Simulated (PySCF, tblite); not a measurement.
**C3H2BCl2 radical: geometry, infrared bands and EPR parameters**

What infrared bands and EPR parameters should C3H2BCl2 radical (`[CH2]C#CB(Cl)Cl`) show?

The runs use tblite 0.8.0 and PySCF 2.14.0, with density-fitted response routines of our own; the level of theory stands in each step. All values are computed, except where a source is named. Atoms count from 0, in the outputs and in this text.

## Step 1: Starting geometry

8 atoms, charge 0, multiplicity 2; geometry from: force field or distance geometry start.

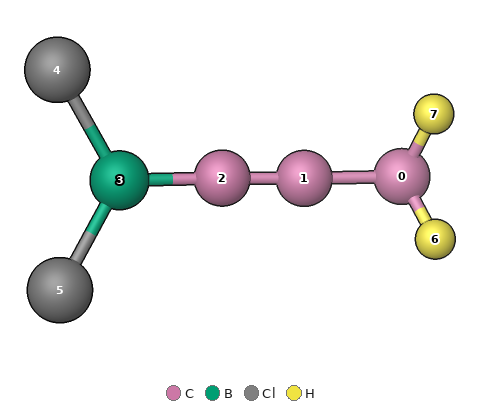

As it starts; carbon pink, boron teal, chlorine grey, hydrogen yellow, atoms numbered.

## Step 2: Optimising the geometry with GFN2-xTB

The job: settings as JSON, then the geometry in Å.

```
{"job": {"kind": "relax", "xc": "GFN2-xTB", "basis": "xTB"}, "charge": 0, "multiplicity": 2}
C     -2.154700    -0.541800    -0.134000
C     -0.732300    -0.258400    -0.097900
C      0.464800    -0.039100    -0.047700
B      1.959700     0.261600    -0.012200
Cl     2.982900    -0.423400     1.379000
Cl     2.715900     1.374500    -1.255400
H     -2.689800     0.321600    -0.603400
H     -2.537300    -0.685500     0.902300
```

Launch:

```
> OMP_NUM_THREADS=1 python probes_run.py task.json out
```

This one command runs all jobs of the session in turn.

The log of the run:

```text
step      E/eV     max force
  0    -481.21641    4.308
  1    -481.50596    4.066
  2    -481.86332    2.713
  3    -482.06580    1.854
  4    -482.12698    0.504
  5    -482.14071    0.397
  6    -482.15978    0.627
  7    -482.17050    0.467
  8    -482.17557    0.243
  9    -482.17938    0.173
 10    -482.18205    0.259
 11    -482.18420    0.220
 12    -482.18560    0.136
 13    -482.18655    0.107
 14    -482.18735    0.120
 15    -482.18828    0.122
 16    -482.18980    0.125
 17    -482.19220    0.236
 18    -482.19520    0.300
 19    -482.19798    0.238
 20    -482.19958    0.107
 21    -482.20025    0.069
 22    -482.20090    0.095
 23    -482.20139    0.085
 24    -482.20158    0.036
 25    -482.20163    0.017
 26    -482.20165    0.015
 27    -482.20168    0.025
 28    -482.20172    0.026
 29    -482.20174    0.014
 30    -482.20175    0.005
```

It took 0.15 s on 1 thread of Arm Neoverse V1, shared host.

Along the way:

```csv
step,energy from step 0 (eV),largest force (eV/Å)
0,0.0000,4.3081
1,-0.2896,4.0661
2,-0.6469,2.7126
3,-0.8494,1.8542
4,-0.9106,0.5045
5,-0.9243,0.3971
6,-0.9434,0.6274
7,-0.9541,0.4673
8,-0.9592,0.2425
9,-0.9630,0.1732
10,-0.9656,0.2592
11,-0.9678,0.2204
12,-0.9692,0.1357
13,-0.9701,0.1067
14,-0.9709,0.1203
15,-0.9719,0.1220
16,-0.9734,0.1254
17,-0.9758,0.2355
18,-0.9788,0.2996
19,-0.9816,0.2384
20,-0.9832,0.1068
21,-0.9838,0.0687
22,-0.9845,0.0948
23,-0.9850,0.0849
24,-0.9852,0.0361
25,-0.9852,0.0171
26,-0.9852,0.0153
27,-0.9853,0.0253
28,-0.9853,0.0260
29,-0.9853,0.0145
30,-0.9853,0.0050
```

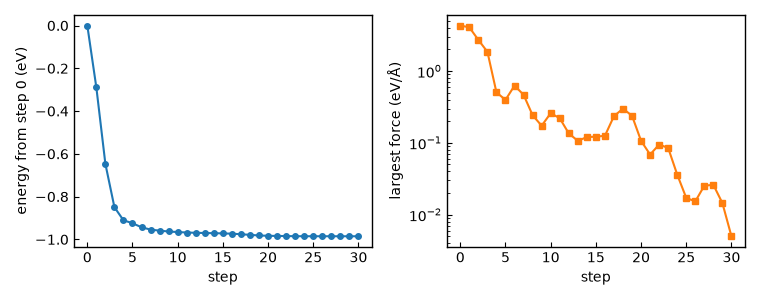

Energy and largest force along the relaxation.

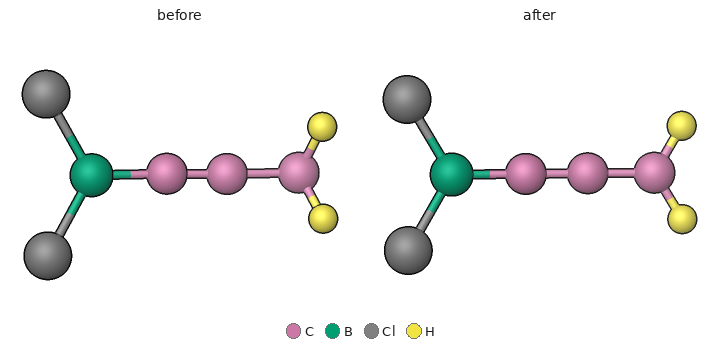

The geometry before (left) and after (right).

Distances of close pairs at the start and the end, largest changes first:

```csv
bond,before (Å),after (Å),change (Å)
B3–Cl4,1.858,1.736,-0.122
C0–C1,1.451,1.337,-0.114
B3–Cl5,1.832,1.736,-0.096
C0–H6,1.119,1.076,-0.043
C2–B3,1.525,1.484,-0.041
C0–H7,1.114,1.076,-0.038
C1–C2,1.218,1.237,+0.019
```

The final coordinates are the input of the step that follows.

## Step 3: Harmonic vibrations with GFN2-xTB

The job: settings as JSON, then the geometry in Å.

```
{"job": {"kind": "ir", "xc": "GFN2-xTB", "basis": "xTB"}, "charge": 0, "multiplicity": 2}
C     -2.072008    -0.288475     0.025235
C     -0.747825    -0.104077     0.020415
C      0.477126     0.067999     0.014126
B      1.947268     0.272938     0.008053
Cl     2.942464    -0.444345     1.235673
Cl     2.698760     1.234749    -1.226481
H     -2.692399     0.148568    -0.738109
H     -2.544328    -0.877945     0.792003
```

The log of the run:

```text
mode    cm-1     km/mol
  1      70.0      0.10
  2     115.7      0.42
  3     139.8      0.00
  4     217.9      3.92
  5     272.1      3.49
  6     362.6      6.38
  7     390.1      4.79
  8     422.9      2.79
  9     451.4     14.86
 10     716.1    103.95
 11     755.5     33.77
 12     925.4    100.90
 13     950.7      0.48
 14    1309.8     33.32
 15    1431.4      8.64
 16    2103.7     89.16
 17    3095.3      0.26
 18    3121.8      2.80
```

It took 0.19 s on 1 thread of Arm Neoverse V1, shared host.

Which atoms move in the most intense modes:

```csv
cm⁻¹,km/mol,atoms
363,6.4,"C1 47 %, B3 39 %"
451,14.9,"B3 41 %, C2 37 %, C1 19 %"
716,104.0,B3 85 %
756,33.8,"H6 38 %, H7 38 %, C0 23 %"
925,100.9,"B3 67 %, C0 22 %"
1310,33.3,"H6 35 %, H7 35 %, C2 12 %"
1431,8.6,"C0 40 %, C2 20 %, H6 11 %, H7 11 %"
2104,89.2,"C1 54 %, C2 43 %"
```

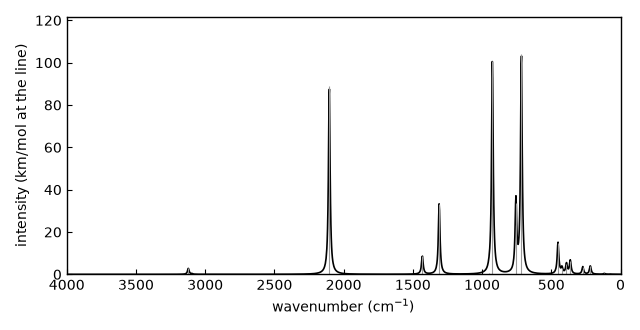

The infrared spectrum from these modes, unscaled. Lines are broadened to a width of 14 cm⁻¹ (Lorentzian).

## Step 4: EPR parameters: B3LYP/pcH-1

The job, as its differences from that of step 3:

```diff
@@ -1,2 +1,2 @@
-{"job": {"kind": "ir", "xc": "GFN2-xTB", "basis": "xTB"}, "charge": 0, "multiplicity": 2}
+{"job": {"kind": "epr", "basis": "pcH-1"}, "charge": 0, "multiplicity": 2}
 C     -2.072008    -0.288475     0.025235
```

Method: UKS B3LYP, pcH-1 on B C Cl H, non-relativistic, mean-field spin-orbit, GIAO.

The log of the run:

```text
UKS, coarse grid
  cycle   1  E = -1060.75211826  |g| = 2.73e-01
  cycle   2  E = -1060.74483888  |g| = 2.75e-01
  cycle   3  E = -1060.78186475  |g| = 8.21e-02
  cycle   4  E = -1060.78364866  |g| = 5.70e-02
  cycle   5  E = -1060.78530594  |g| = 1.54e-02
  cycle   6  E = -1060.78545553  |g| = 5.66e-03
  cycle   7  E = -1060.78549169  |g| = 2.56e-03
  cycle   8  E = -1060.78549849  |g| = 1.24e-03
  cycle   9  E = -1060.78550117  |g| = 4.12e-04
UKS, final grid
  cycle   1  E = -1060.78548944  |g| = 4.64e-04
  cycle   2  E = -1060.78548933  |g| = 7.44e-04
  cycle   3  E = -1060.78548961  |g| = 2.11e-04
  cycle   4  E = -1060.78548964  |g| = 7.51e-05
  cycle   5  E = -1060.78548966  |g| = 5.10e-05
  cycle   6  E = -1060.78548966  |g| = 6.24e-06
E = -1060.78548966 Eh   <S^2> = 0.7696 (exact 0.7500)
g shifts (ppm)      1          2          3
  rmc          -146       -146       -146
  gc             -2         30         36
  oz_so        -154       3957       4158
  total        -301       3841       4049
hyperfine (MHz)  atom isotope    a_iso     a_fc   dipolar eigenvalues
    0   13C      55.61      55.66    -53.53    -52.58    106.11
    1   13C     -58.16     -58.17    -22.18     -0.52     22.70
    2   13C      29.05      29.22    -41.09    -30.21     71.31
    3   11B     -14.77     -14.89     -6.99     -2.36      9.35
    4  35Cl       2.26       2.02     -6.74     -6.12     12.86
    5  35Cl       2.26       2.02     -6.73     -6.12     12.85
    6    1H     -47.60     -47.61    -24.52     -1.26     25.79
    7    1H     -47.59     -47.60    -24.53     -1.26     25.79
```

It took 52 s on 1 thread of Arm Neoverse V1, shared host; peak memory 0.68 GiB.

Principal g values 2.00202, 2.00616, 2.00637; g(iso) = 2.00485, against 2.00232 for a free electron.

Mean a(iso) over the nuclei that a row names, and the largest dipolar term of the row (other rows stand at the frozen geometry):

```csv
nuclei,isotope,a(iso) (MHz),"a(iso) (G, at g = 2.0023)",largest dipolar term (MHz)
C1,13C,-58.2,-20.8,22.7
C0,13C,55.6,19.8,106.1
"H6, H7",1H,-47.6,-17.0,25.8
C2,13C,29.1,10.4,71.3
B3,11B,-14.8,-5.3,9.4
"Cl4, Cl5",35Cl,2.3,0.8,12.9
```

Mulliken spin populations:

```csv
atom,value (e)
C0,0.69
C1,-0.27
C2,0.52
B3,0.06
Cl4,0.03
Cl5,0.03
H6,-0.03
H7,-0.03
```

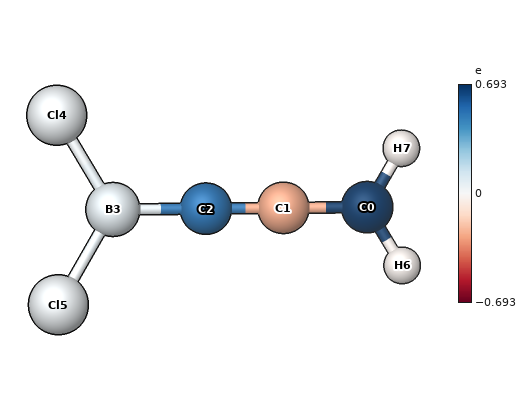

Mulliken spin populations, as colours on the atoms.

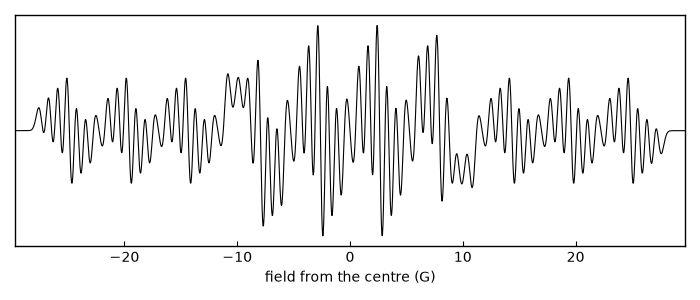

First-order isotropic spectrum (first derivative, main isotopes with spin only, couplings over 0.8 MHz, Gaussian width 0.3 G; couplings of the frozen geometry, rotation of groups not averaged beyond the rows shown).

The fields below are evaluated on a grid from the run's orbitals.

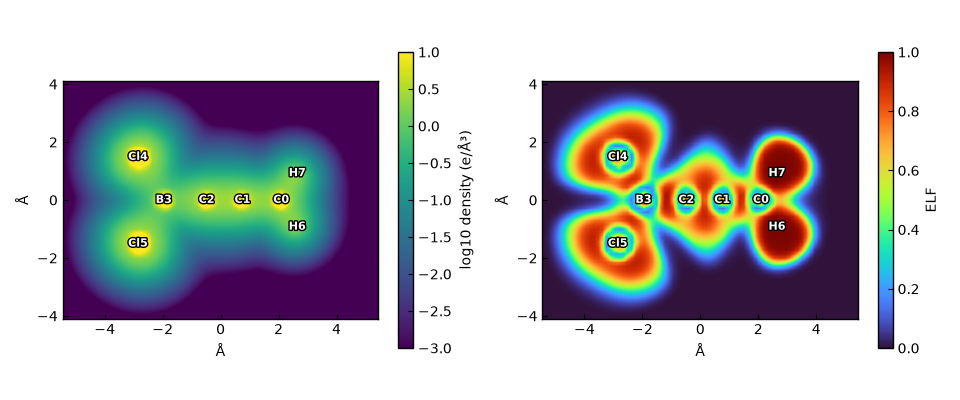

Density (left) and ELF (right) in a plane through or near 8 of the atoms.

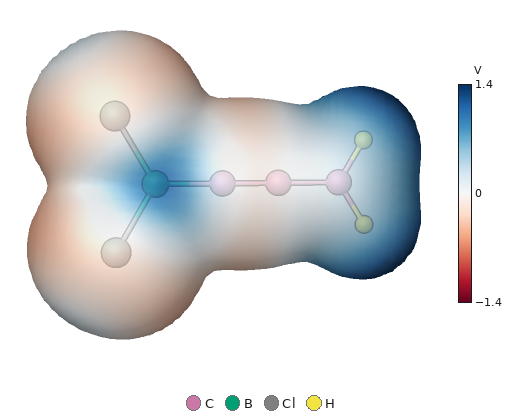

The potential that a unit positive charge feels on the 0.002 e/bohr³ surface, from -0.47 V near Cl5 to 1.40 V near H6.

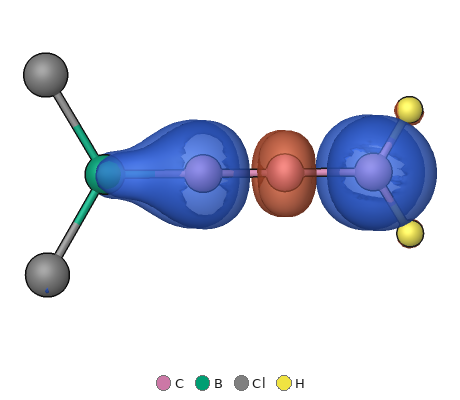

Spin density at ±0.03 e/Å³ (alpha excess blue, beta excess red).

## Step 5: Results

| quantity | value |
| --- | --- |
| strongest single infrared mode (GFN2-xTB) | 716 cm⁻¹, 104 km/mol |
| zero-point energy (GFN2-xTB) | 24.1 kcal/mol |
| g(iso) (B3LYP) | 2.00485 |
| ⟨S²⟩ | 0.770 (exact 0.75) |
| largest a(iso) (averaged by class) | 13C on C1, -58.2 MHz |
| surface potential, least and greatest | -0.47 V and 1.40 V |

Over 30 steps the energy fell by 0.985 eV; of the close pairs, B3–Cl4 changed most, 1.858 to 1.736 Å. No mode is imaginary among the 18: a minimum at this level. The strongest single mode, at 716 cm⁻¹, moves mainly B3. GFN2-xTB is a fitted tight-binding method: band positions and strengths are rough. Its intensities can rank the bands wrongly. The largest spin populations lie on C0 (0.69 e), C2 (0.52 e). The isotropic g lies 2.5 ppt above the free-electron value.
